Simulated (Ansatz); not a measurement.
## Frequency calculation, with input and output: GeH3Cl

System: GeH3Cl.
Method: RKS PBE0/def2-SVP (Ansatz 0.2.0).

It belongs to a series of runs on one base structure; here: vibrations at the highest image of the band. Figures and captions count atoms from 1; the log counts them from 0 in places.

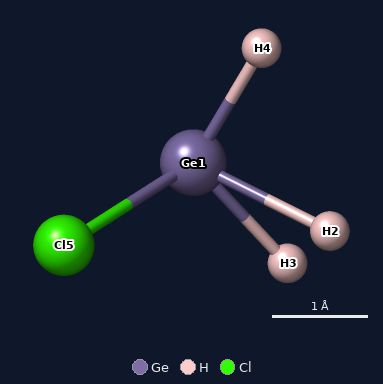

Fig. 1: The structure (ball-and-stick view, seen at a tilt; atoms are numbered from 1 in the order of the input). Sticks mark near contacts.

Input
```yaml
crystal:
  periodic: [false, false, false]
  atoms:
    - { symbol: Ge, position_ang: [0.293781, 0.039013, -0.468392] }
    - { symbol: H, position_ang: [0.559081, 0.088518, 1.242712] }
    - { symbol: H, position_ang: [1.577756, -0.096773, 0.401418] }
    - { symbol: H, position_ang: [-0.591843, 1.216501, -0.032627] }
    - { symbol: Cl, position_ang: [-0.878472, -1.79396, -0.463513] }
basis:
  gaussian: { orbitals: def2-SVP }
hamiltonian:
  xc: pbe0
phonons: {}
```

Launch command:
```bash
ansatz run input.yaml --threads 1 --pin off --max-ram 2048MiB --backend cpu --events-out ev --progress --plain --runs-dir out
```

The program's output
```
Engine: ansatz 0.2.0, aarch64-unknown-linux-gnu
Functional definition: PBE0
  parameter a = 0.25
  parameter kappa = 0.804
  parameter beta = 0.06672455060314922
  exchange = (1 - a)*pbe_x(kappa = kappa, mu = beta*pi^2/3) + a*exact_x
  correlation = pbe_c(beta = beta)
680 factors; integrals over basis functions are off by at most 3.3e-4 eV
mean field evaluation 1: about -69065.3500 eV, gradient 1.5e1 eV
mean field evaluation 2: about -69065.2357 eV, gradient 1.6e1 eV
mean field evaluation 4: about -69065.7390 eV, gradient 4.2e-1 eV
mean field evaluation 8: about -69065.7421 eV, gradient 2.3e-2 eV
mean field -69065.74214274 eV, -2538.1192093043 hartree, gradient 6.5e-5 eV, S^2 0.000000; 0 other end points of the search recorded, 0 dependent functions left out
the calculation of the forces begins
reference -69065.74216276 eV, -2538.1192100400 hartree; 26, 26 occupied and 39, 39 virtual orbitals, 680 factors
these checks for a lower state are left out or cut short: stability, starts, cluster_reference, orbital_swaps, neighbouring_geometries, increment
680 factors; integrals over basis functions are off by at most 3.3e-4 eV
mean field evaluation 16: about -69065.7420 eV, gradient 1.3e-1 eV
mean field -69065.74207435 eV, -2538.1192067911 hartree, gradient 1.2e-6 eV, S^2 0.000000; 0 other end points of the search recorded, 0 dependent functions left out
[... from here on the field's lines of each further geometry are left out, up to the last ...]
the calculation of the forces begins
reference -69065.74215137 eV, -2538.1192096212 hartree; 26, 26 occupied and 39, 39 virtual orbitals, 680 factors
these checks for a lower state are left out or cut short: stability, starts, cluster_reference, orbital_swaps, neighbouring_geometries, increment
680 factors; integrals over basis functions are off by at most 3.3e-4 eV
mean field -69065.74214979 eV, -2538.1192095634 hartree, gradient 1.3e-6 eV, S^2 0.000000; 0 other end points of the search recorded, 0 dependent functions left out
the calculation of the forces begins
reference -69065.74216981 eV, -2538.1192102991 hartree; 26, 26 occupied and 39, 39 virtual orbitals, 680 factors
WARN: phonons: modes at or below zero, which the zero-point energy, F, S and C_V leave out: 1, the lowest at -1217.96 cm⁻¹. A minimum has none, and a first-order saddle one
Total energy: -69065.74216276 eV, -2538.1192100400 hartree
Atom 0 at     0.293781     0.039013    -0.468392 Å, force     0.001584    -0.023707    -0.001798 eV/Å
Atom 1 at     0.559081     0.088518     1.242712 Å, force     0.002140     0.008283    -0.004883 eV/Å
Atom 2 at     1.577756    -0.096773     0.401418 Å, force     0.000117    -0.005329     0.002440 eV/Å
Atom 3 at    -0.591843     1.216501    -0.032627 Å, force    -0.010691     0.013676     0.007932 eV/Å
Atom 4 at    -0.878472    -1.793960    -0.463513 Å, force     0.006849     0.007078    -0.003691 eV/Å
Dipole moment:     0.232682     0.330219     0.039129 e Å
Vibrations: -1217.96 417.48 499.15 579.48 629.74 930.78 1552.43 2119.05 2170.22 cm⁻¹, zero-point energy 0.551627 eV
```

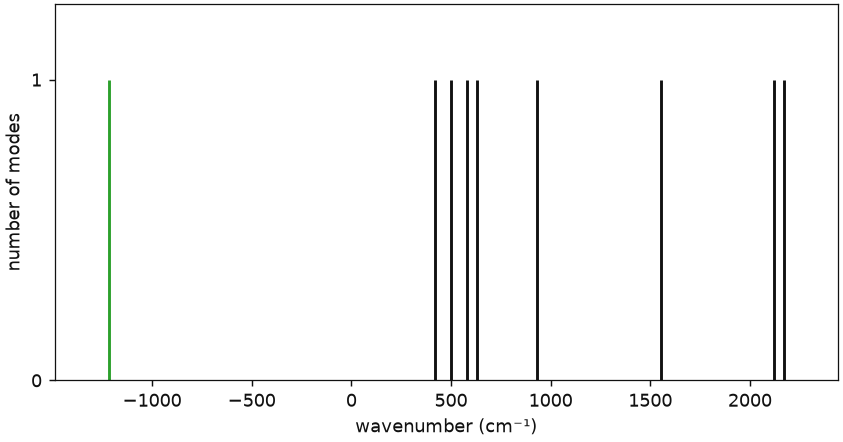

Fig. 2: Harmonic vibrational wavenumbers from the force constants; neighbouring modes closer than 15 cm⁻¹ are counted in one stick, and imaginary ones are drawn at negative wavenumbers. 9 modes from 1218i to 2170 cm⁻¹, 1 imaginary beyond 8i (1218i cm⁻¹): a first-order saddle point, if the geometry is stationary.

Results in brief

| quantity | value |
| --- | --- |
| outcome | converged |
| total energy | −69065.7422 eV |
| mean-field energy | −69065.7422 eV |
| largest force (length of the vector) | 0.024 eV/Å |
| hardware | 1 thread of Arm Neoverse V1, 24 GiB of memory available, shared host |
| wall time | 37 s |
| peak memory | 0.13 GiB |
